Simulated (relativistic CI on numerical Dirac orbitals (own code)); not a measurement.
# Sc X (Sc⁹⁺): levels and lines

What are the lowest levels and the strongest lines of Sc⁹⁺? One CI run answers it; further runs change one setting each.

The numbers are computed with relativistic CI on numerical Dirac orbitals (own code) version 2 (Dirac-Coulomb-Breit CI, KLI orbitals optimised for each configuration, model QED (radiative potential, 1s self-energy scaled to tabulated hydrogen-like ionisation energies)), except any that are marked as measured or tabulated.

**1. What is computed**

```
ion                       : Sc⁹⁺ (Sc X)
nuclear charge            : 21
electrons                 : 12
isotope                   : A = 45
first configuration typed : [Ne] 3s2
```

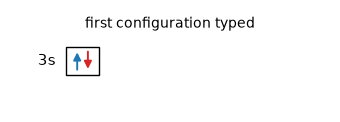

Outer shells as boxes.

**2. CI with the chosen configurations**

The run's settings:

```ini
atom Sc  Z=21  charge=9  electrons=12
nucleus A=45  rms_radius_fm=3.5459
hamiltonian dirac-coulomb  breit=on  qed=on  c_scale=1
orbitals kli  potential=per-configuration
slater_scale 1
correlation none
mixing on
configurations
  [Ne] 3s2
  [Ne] 3s 3p
  [Ne] 3p2
  [Ne] 3s 3d
  [Ne] 3d2
  [Ne] 3p 3d
  [Ne] 3p 4s
  [Ne] 3s 4s
  [Ne] 3s 4p
  [Ne] 3d 4s
  [Ne] 3s 4d
  [Ne] 3s 4f
  [Ne] 3s 5s
  [Ne] 3s 5p
  [Ne] 3s 5d
  [Ne] 4s2
  [Ne] 3s 5f
  [Ne] 3s 5g
  [Ne] 3s 6s
  [Ne] 3s 6p
  [Ne] 3s 6d
end
```

Results of the run (chosen fields of its result record, rounded):

```text
{
  "status": "converged",
  "levels [i, E_cm, J2, conf, term, w_term, jj, w_jj, g, tau_s]": [
    [0, 0, 0, "3s2", "1S", 0.9694, "closed", 0.9694, "-", "-"],
    [1, 156792.27, 0, "3s 3p", "3P*", 0.9958, "3s 3p1/2", 0.9958, "-", "-"],
    [2, 158751.4, 2, "3s 3p", "3P*", 0.9945, "3s 3p1/2", 0.6967, 1.5, 2.361e-07],
    [3, 163017.28, 4, "3s 3p", "3P*", 0.9957, "3s 3p3/2", 0.9957, 1.501, 0.5701],
    [4, 240264.93, 2, "3s 3p", "1P*", 0.9658, "3s 3p3/2", 0.6776, 1, 7.555e-11],
    [5, 371720.8, 4, "3p2", "1D", 0.7432, "3p1/2 3p3/2", 0.7053, 1.027, 7.167e-10],
    [6, 375914.29, 0, "3p2", "3P", 0.9883, "3p1/2^2", 0.7359, "-", 9.141e-11],
    [7, 378467.16, 2, "3p2", "3P", 0.9951, "3p1/2 3p3/2", 0.9951, 1.501, 8.945e-11],
    [8, 383233.34, 4, "3p2", "3P", 0.9395, "3p3/2^2", 0.8279, 1.473, 9.109e-11],
    [9, 445362.09, 0, "3p2", "1S", 0.9363, "3p3/2^2", 0.7016, "-", 8.988e-11],
    [10, 458418.78, 2, "3s 3d", "3D", 1, "3s 3d3/2", 1, 0.4985, 6.307e-11],
    [11, 458601.16, 4, "3s 3d", "3D", 1, "3s 3d3/2", 0.6017, 1.167, 6.421e-11],
    [12, 458891.14, 6, "3s 3d", "3D", 1, "3s 3d5/2", 1, 1.334, 6.605e-11],
    [13, 527106.75, 4, "3s 3d", "1D", 0.7791, "3s 3d5/2", 0.47, 0.9996, 3.5e-11],
    [14, 623855.96, 4, "3p 3d", "3F*", 0.9506, "3p1/2 3d3/2", 0.8957, 0.6817, 3.49e-10],
    [15, 626585.16, 6, "3p 3d", "3F*", 0.9961, "3p3/2 3d3/2", 0.4944, 1.083, 3.864e-10],
    [16, 629836.92, 8, "3p 3d", "3F*", 0.9986, "3p3/2 3d5/2", 0.9986, 1.25, 3.705e-10],
    [17, 633891.69, 4, "3p 3d", "1D*", 0.948, "3p3/2 3d5/2", 0.4522, 0.9863, 8.258e-11],
    [18, 664968.21, 4, "3p 3d", "3P*", 0.7499, "3p1/2 3d5/2", 0.7458, 1.417, 4.835e-11],
    [19, 666098.69, 2, "3p 3d", "3P*", 0.5009, "3p1/2 3d3/2", 0.656, 1.004, 4.275e-11],
    [20, 668788.28, 0, "3p 3d", "3P*", 0.9956, "3p3/2 3d3/2", 0.9956, "-", 5.051e-11],
    [21, 669588.76, 2, "3p 3d", "3D*", 0.5035, "3p3/2 3d3/2", 0.9211, 0.9959, 4.191e-11],
    [22, 670074.09, 6, "3p 3d", "3D*", 0.9971, "3p3/2 3d5/2", 0.6939, 1.333, 3.673e-11],
    [23, 670119.19, 4, "3p 3d", "3D*", 0.7567, "3p3/2 3d3/2", 0.6114, 1.247, 3.896e-11],
    [24, 722908.04, 6, "3p 3d", "1F*", 0.9856, "3p3/2 3d3/2", 0.4036, 0.9999, 3.434e-11],
    [25, 737427.36, 2, "3p 3d", "1P*", 0.9624, "3p3/2 3d5/2", 0.6142, 0.9992, 3.669e-11],
    [26, 901029.54, 2, "3s 4s", "3S", 0.9999, "3s 4s", 0.9999, 2.002, 1.104e-11],
    [27, 920397.58, 0, "3s 4s", "1S", 0.9861, "3s 4s", 0.9861, "-", 1.353e-11],
    [28, 923123.13, 4, "3d2", "3F", 0.9998, "3d3/2^2", 0.6827, 0.6656, 3.826e-11],
    [29, 923417.71, 6, "3d2", "3F", 1, "3d3/2 3d5/2", 1, 1.083, 3.889e-11],
    [30, 923790.94, 8, "3d2", "3F", 0.9999, "3d5/2^2", 0.7941, 1.25, 3.973e-11],
    [31, 947854.84, 0, "3d2", "3P", 0.995, "3d3/2^2", 0.6041, "-", 2.95e-11],
    [32, 947907.74, 4, "3d2", "3P", 0.6855, "3d3/2 3d5/2", 0.7435, 1.345, 3.029e-11],
    [33, 947961.41, 2, "3d2", "3P", 0.9951, "3d3/2 3d5/2", 0.9951, 1.501, 2.965e-11],
    [34, 948559.64, 4, "3d2", "1D", 0.6773, "3d5/2^2", 0.8935, 1.155, 3.195e-11],
    [35, 951993.78, 8, "3d2", "1G", 0.9998, "3d3/2 3d5/2", 0.7939, 0.9996, 6.436e-11],
    [36, 977564.69, 0, "3s 4p", "3P*", 0.9907, "3s 4p1/2", 0.9907, "-", 5.012e-11],
    [37, 977977.62, 2, "3s 4p", "3P*", 0.8876, "3s 4p1/2", 0.9032, 1.448, 3.693e-11],
    [38, 979813.21, 4, "3s 4p", "3P*", 0.9913, "3s 4p3/2", 0.9913, 1.501, 5.063e-11],
    [39, 981144.2, 2, "3s 4p", "1P*", 0.8373, "3s 4p3/2", 0.8698, 1.052, 1.3e-11],
    [40, 1013233.4, 0, "3d2", "1S", 0.9566, "3d5/2^2", 0.5813, "-", 2.555e-11],
    [41, 1077879.6, 2, "3s 4d", "3D", 0.9998, "3s 4d3/2", 0.9998, 0.4988, 1.52e-11],
    [42, 1077962.9, 4, "3s 4d", "3D", 0.9983, "3s 4d3/2", 0.6375, 1.167, 1.515e-11],
    [43, 1078105.2, 6, "3s 4d", "3D", 0.9998, "3s 4d5/2", 0.9998, 1.334, 1.505e-11],
    [44, 1080975.9, 4, "3s 4d", "1D", 0.9928, "3s 4d5/2", 0.6342, 1, 1.777e-11],
    "... 40 more rows left out ..."
  ],
  "lines, the strongest and those to the lowest levels [upper, lower, type, S_au, A_per_s, branching]": [
    [42, 2, "E1", 0.1492, 4.697e+10, 0.7116],
    [43, 3, "E1", 0.2857, 6.337e+10, 0.9539],
    [44, 4, "E1", 0.2137, 5.146e+10, 0.9146],
    [48, 10, "E1", 1.391, 1.617e+11, 0.8393],
    [49, 11, "E1", 2.062, 1.711e+11, 0.8882],
    [50, 12, "E1", 2.985, 1.925e+11, 0.9991],
    [52, 5, "E1", 0.2669, 3.375e+10, 0.1816],
    [52, 13, "E1", 2.346, 1.492e+11, 0.8028],
    [62, 3, "E1", 0.09655, 4.66e+10, 0.7942],
    [63, 10, "E1", 0.2226, 6.803e+10, 0.6464],
    [64, 11, "E1", 0.3299, 7.197e+10, 0.684],
    [65, 12, "E1", 0.4773, 8.092e+10, 0.7693],
    [68, 16, "E1", 0.3115, 3.666e+10, 0.3964],
    [69, 48, "E1", 8.437, 4.066e+10, 0.9127],
    [70, 49, "E1", 11.07, 4.15e+10, 0.9315],
    [71, 50, "E1", 14.44, 4.426e+10, 0.9938],
    [72, 13, "E1", 0.4071, 7.157e+10, 0.6305],
    [73, 52, "E1", 12.79, 4.16e+10, 0.9727]
  ],
  "n_levels_all": 86,
  "total_energy [Ha]": -734.18233228,
  "configurations [conf, odd, states, E_av_cm, breit_Ha, qed_Ha, corr_Ha]": [
    ["3s2", 0, 1, 15443.8, 0.2191, 0.1502, "-"],
    ["3s 3p", 1, 12, 186525, 0.2192, 0.1491, "-"],
    ["3p2", 0, 15, 396131, 0.2194, 0.1479, "-"],
    ["3s 3d", 0, 20, 468364, 0.2176, 0.1491, "-"],
    ["3d2", 0, 45, 937203, 0.2162, 0.1479, "-"],
    ["3p 3d", 1, 60, 660826, 0.2177, 0.1479, "-"],
    ["3p 4s", 1, 12, 1.10497e+06, 0.2181, 0.1483, "-"],
    ["3s 4s", 0, 4, 906213, 0.2179, 0.1496, "-"],
    ["3s 4p", 1, 12, 982191, 0.2179, 0.1491, "-"],
    ["3d 4s", 0, 20, 1.37144e+06, 0.2164, 0.1483, "-"],
    ["3s 4d", 0, 20, 1.07904e+06, 0.2174, 0.1491, "-"],
    ["3s 4f", 1, 28, 1.11964e+06, 0.2173, 0.1492, "-"],
    ["3s 5s", 0, 4, 1.26794e+06, 0.2176, 0.1494, "-"],
    ["3s 5p", 1, 12, 1.30384e+06, 0.2176, 0.1492, "-"],
    "... 7 more rows left out ..."
  ],
  "radial 3s 3p [Ha, bohr]": {"<r^1>(3s)": 0.92903, "<r^2>(3s)": 0.98023, "<r^4>(3s)": 1.4252, "<r^-3>(3p)": 39.114, "<r^1>(3p)": 0.94202, "<r^2>(3p)": 1.0202, "<r^4>(3p)": 1.5959, "G1(3s,3p)": 0.63991, "zeta(3p)": 0.018897},
  "ionisation_energy [eV]": 222.854
}
```

It took 1.1 s on 1 thread, shared host.

The same levels in spectroscopic notation (° marks odd parity):

```
     level  energy (cm⁻¹)  LS purity (%)  jj purity (%)  radiative lifetime (s)
   3s2 1S0            0.0             97             97                       -
3s 3p 3P°0         156792            100            100                       -
3s 3p 3P°1         158751             99             70                 2.4e-07
3s 3p 3P°2         163017            100            100                    0.57
3s 3p 1P°1         240265             97             68                 7.6e-11
   3p2 1D2         371721             74             71                 7.2e-10
   3p2 3P0         375914             99             74                 9.1e-11
   3p2 3P1         378467            100            100                 8.9e-11
   3p2 3P2         383233             94             83                 9.1e-11
   3p2 1S0         445362             94             70                   9e-11
 3s 3d 3D1         458419            100            100                 6.3e-11
 3s 3d 3D2         458601            100             60                 6.4e-11
 3s 3d 3D3         458891            100            100                 6.6e-11
 3s 3d 1D2         527107             78             47                 3.5e-11
```

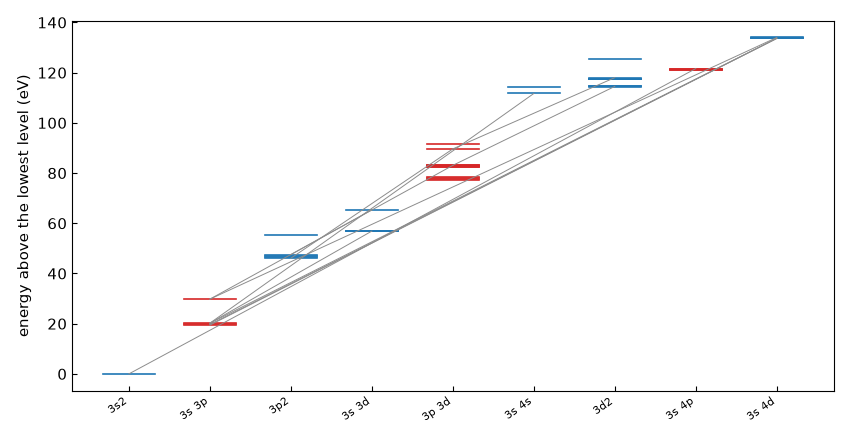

Levels by configuration, even parity blue and odd red; grey lines, where drawn, are strong E1 transitions.

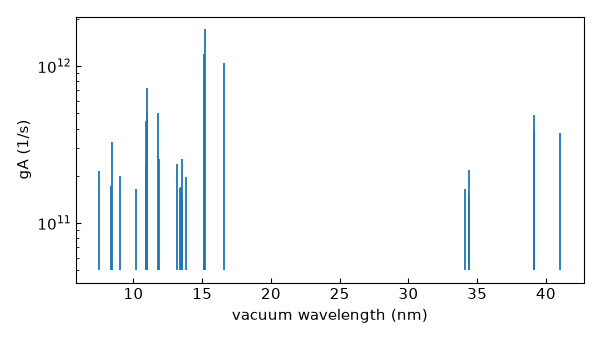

The strongest E1 lines among the lowest 85 of 86 levels, at the computed wavelengths.

Strongest E1 lines among the lowest 85 of 86 levels, by gA:

```
     upper       lower  wavelength (nm)   A (1/s)
3s 4f 3F°4   3s 3d 3D3            15.17  1.92e+11
3s 4f 3F°3   3s 3d 3D2            15.16  1.71e+11
3s 4f 1F°3   3s 3d 1D2            16.57  1.49e+11
3s 4f 3F°2   3s 3d 3D1            15.16  1.62e+11
3s 5f 3F°4   3s 3d 3D3            10.99  8.09e+10
3s 5f 3F°3   3s 3d 3D2            10.99   7.2e+10
3s 5f 1F°3   3s 3d 1D2            11.81  7.16e+10
 3s 5g 3G5  3s 4f 3F°4            39.17  4.43e+10
 3s 4d 3D3  3s 3p 3P°2            10.93  6.34e+10
 3s 5g 1G4  3s 4f 1F°3            41.06  4.16e+10
```

**3. Correlation estimate p86**

Changes to the settings of step 2:

```diff
@@ -5,3 +5,3 @@
 slater_scale 1
-correlation none
+correlation p86
 mixing on
```

From the record:

```text
{
  "status": "converged",
  "levels [i, E_cm, J2, conf, term, w_term, w_jj]": [
    [0, 0, 0, "3s2", "1S", 0.9696, 0.9696],
    [1, 157513.77, 0, "3s 3p", "3P*", 0.9958, 0.9958],
    [2, 159472.97, 2, "3s 3p", "3P*", 0.9945, 0.6967],
    [3, 163738.89, 4, "3s 3p", "3P*", 0.9957, 0.9957],
    [4, 241013.89, 2, "3s 3p", "1P*", 0.966, 0.6777],
    [5, 373097.13, 4, "3p2", "1D", 0.7429, 0.703],
    [6, 377392.03, 0, "3p2", "3P", 0.9883, 0.7359],
    [7, 379945.29, 2, "3p2", "3P", 0.9951, 0.9951],
    [8, 384704.6, 4, "3p2", "3P", 0.9405, 0.8264],
    [9, 446803.47, 0, "3p2", "1S", 0.9365, 0.7018],
    [10, 459390.13, 2, "3s 3d", "3D", 1, 1],
    [11, 459572.51, 4, "3s 3d", "3D", 1, 0.6016],
    [12, 459862.49, 6, "3s 3d", "3D", 1, 1],
    [13, 528192.4, 4, "3s 3d", "1D", 0.778, 0.4693],
    [14, 625518.56, 4, "3p 3d", "3F*", 0.9506, 0.8957],
    [15, 628247.91, 6, "3p 3d", "3F*", 0.9962, 0.4944],
    "... 69 more rows left out ..."
  ],
  "n_levels_all": 86,
  "total_energy [Ha]": -734.75427478,
  "configurations [conf, odd, states, E_av_cm, breit_Ha, qed_Ha, corr_Ha]": [
    ["3s2", 0, 1, 15397.2, 0.2191, 0.1502, -0.5722],
    ["3s 3p", 1, 12, 187242, 0.2192, 0.1491, -0.5687],
    ["3p2", 0, 15, 397608, 0.2194, 0.1479, -0.5652],
    ["3s 3d", 0, 20, 469336, 0.2176, 0.1491, -0.5675],
    ["3d2", 0, 45, 938827, 0.2162, 0.1479, -0.5645],
    ["3p 3d", 1, 60, 662486, 0.2177, 0.1479, -0.5644],
    ["3p 4s", 1, 12, 1.10852e+06, 0.2181, 0.1483, -0.5558],
    ["3s 4s", 0, 4, 909270, 0.2179, 0.1496, -0.558],
    ["3s 4p", 1, 12, 985575, 0.2179, 0.1491, -0.5565],
    ["3d 4s", 0, 20, 1.37423e+06, 0.2164, 0.1483, -0.5592],
    ["3s 4d", 0, 20, 1.08237e+06, 0.2174, 0.1491, -0.5567],
    ["3s 4f", 1, 28, 1.12303e+06, 0.2173, 0.1492, -0.5565],
    ["3s 5s", 0, 4, 1.27327e+06, 0.2176, 0.1494, -0.5477],
    ["3s 5p", 1, 12, 1.30934e+06, 0.2176, 0.1492, -0.5469],
    "... 7 more rows left out ..."
  ],
  "ionisation_energy [eV]": 223.89
}
```

It took 1.1 s on 1 thread, shared host.

How the levels moved (cm⁻¹, from the main run's lowest level):

```
     level  main run    shift
3s 3p 3P°0    156792   +721.5
3s 3p 3P°1    158751   +721.6
3s 3p 3P°2    163017   +721.6
3s 3p 1P°1    240265   +749.0
   3p2 1D2    371721  +1376.3
   3p2 3P0    375914  +1477.7
   3p2 3P1    378467  +1478.1
   3p2 3P2    383233  +1471.3
   3p2 1S0    445362  +1441.4
 3s 3d 3D1    458419   +971.3
 3s 3d 3D2    458601   +971.4
 3s 3d 3D3    458891   +971.3
```

**4. Non-relativistic limit (c × 1000)**

Changes to the settings of step 3:

```diff
@@ -2,6 +2,6 @@
 nucleus A=45  rms_radius_fm=3.5459
-hamiltonian dirac-coulomb  breit=on  qed=on  c_scale=1
+hamiltonian dirac-coulomb  breit=off  qed=off  c_scale=1000
 orbitals kli  potential=per-configuration
 slater_scale 1
-correlation p86
+correlation none
 mixing on
```

From the record:

```text
{
  "status": "converged",
  "levels [i, E_cm, J2, conf, term, w_term, w_jj]": [
    [0, 0, 0, "3s2", "1S", 0.9679, 0.9679],
    [1, 154971.33, 0, "3s 3p", "3P*", 0.9956, 0.9956],
    [2, 154971.33, 2, "3s 3p", "3P*", 0.9956, 0.6637],
    [3, 154971.34, 4, "3s 3p", "3P*", 0.9956, 0.9956],
    [4, 233724.69, 2, "3s 3p", "1P*", 0.9662, 0.6441],
    [5, 360772.42, 4, "3p2", "1D", 0.7936, 0.529],
    [6, 368047.39, 0, "3p2", "3P", 0.995, 0.6633],
    [7, 368047.4, 2, "3p2", "3P", 0.995, 0.995],
    [8, 368047.4, 4, "3p2", "3P", 0.995, 0.6633],
    [9, 432496.81, 0, "3p2", "1S", 0.9408, 0.6272],
    [10, 450057.46, 2, "3s 3d", "3D", 1, 1],
    [11, 450057.46, 4, "3s 3d", "3D", 1, 0.6],
    [12, 450057.46, 6, "3s 3d", "3D", 1, 1],
    [13, 517262.96, 4, "3s 3d", "1D", 0.7874, 0.4724],
    [14, 612504.51, 4, "3p 3d", "3F*", 0.9986, 0.7457],
    [15, 612504.51, 6, "3p 3d", "3F*", 0.9986, 0.5326],
    "... 69 more rows left out ..."
  ],
  "n_levels_all": 86,
  "total_energy [Ha]": -730.93185727,
  "configurations [conf, odd, states, E_av_cm, breit_Ha, qed_Ha, corr_Ha]": [
    ["3s2", 0, 1, 15732.6, 0, 0, "-"],
    ["3s 3p", 1, 12, 180508, 0, 0, "-"],
    ["3p2", 0, 15, 383640, 0, 0, "-"],
    ["3s 3d", 0, 20, 459664, 0, 0, "-"],
    ["3d2", 0, 45, 919493, 0, 0, "-"],
    ["3p 3d", 1, 60, 645728, 0, 0, "-"],
    ["3p 4s", 1, 12, 1.09347e+06, 0, 0, "-"],
    ["3s 4s", 0, 4, 901375, 0, 0, "-"],
    ["3s 4p", 1, 12, 975132, 0, 0, "-"],
    ["3d 4s", 0, 20, 1.35718e+06, 0, 0, "-"],
    ["3s 4d", 0, 20, 1.07096e+06, 0, 0, "-"],
    ["3s 4f", 1, 28, 1.11167e+06, 0, 0, "-"],
    ["3s 5s", 0, 4, 1.26147e+06, 0, 0, "-"],
    ["3s 5p", 1, 12, 1.29635e+06, 0, 0, "-"],
    "... 7 more rows left out ..."
  ]
}
```

Run time: 0.58 s. Hardware: 1 thread, shared host.

How the levels moved (cm⁻¹, from the main run's lowest level):

```
     level  main run     shift
3s 3p 3P°0    156792   -1820.9
3s 3p 3P°1    158751   -3780.1
3s 3p 3P°2    163017   -8045.9
3s 3p 1P°1    240265   -6540.2
   3p2 1D2    371721  -10948.4
   3p2 3P0    375914   -7866.9
   3p2 3P1    378467  -10419.8
   3p2 3P2    383233  -15185.9
   3p2 1S0    445362  -12865.3
 3s 3d 3D1    458419   -8361.3
 3s 3d 3D2    458601   -8543.7
 3s 3d 3D3    458891   -8833.7
```

**5. The first configuration alone**

The run's settings:

```ini
atom Sc  Z=21  charge=9  electrons=12
nucleus A=45  rms_radius_fm=3.5459
hamiltonian dirac-coulomb  breit=on  qed=on  c_scale=1
orbitals kli  potential=per-configuration
slater_scale 1
correlation none
mixing on
configurations
  [Ne] 3s2
end
```

From the record:

```text
{
  "status": "converged",
  "levels [i, E_cm, J2, conf, term, w_term, w_jj]": [
    [0, 0, 0, "3s2", "1S", 1, 1]
  ],
  "n_levels_all": 1,
  "total_energy [Ha]": -734.11196411,
  "configurations [conf, odd, states, E_av_cm, breit_Ha, qed_Ha, corr_Ha]": [
    ["3s2", 0, 1, 0, 0.2191, 0.1502, "-"]
  ]
}
```

Run time: 0.062 s. Hardware: 1 thread, shared host.

**6. What each setting moved**

| run | time | mean size of shift, levels followed (cm⁻¹) | lowest level | ionisation energy (eV) |
| --- | --- | --- | --- | --- |
| main run | 1.1 s | 0 | 3s2 1S0 | 222.85 |
| correlation estimate p86 | 1.1 s | 1089 | 3s2 1S0 | 223.89 |
| non-relativistic limit (c × 1000) | 0.58 s | 8601 | 3s2 1S0 | - |
| the first configuration alone | 0.062 s | - | 3s2 1S0 | - |

The semi-empirical ionisation energy (NIST) is 225.18 eV.

**7. Results**

| quantity | value |
| --- | --- |
| lowest level | 3s2 1S0 |
| first excitation | 3s 3p 3P°0, 156792 cm⁻¹ |
| lowest level of the other parity | 3s 3p 3P°0, 156792 cm⁻¹ |
| levels in the model | 86 |
| fastest E1 line (by rate) to the lowest level among the lowest 85 of 86 levels | 10.19 nm, from 3s 4p 1P°1 |
| ionisation energy | 222.85 eV |
| ionisation energy, semi-empirical (NIST) | 225.18 eV |

What this shows: 3s2 1S0 comes out lowest; its LS label holds 97 % and its jj label 97 %; over the low levels the means are 95 and 82 %, so LS coupling describes them better. The ionisation energy from the two ground configurations alone is 1.0 % below the semi-empirical value. The largest mover is «non-relativistic limit (c × 1000)» (8601 cm⁻¹ on average). Lifetimes count radiative decay inside the model alone.
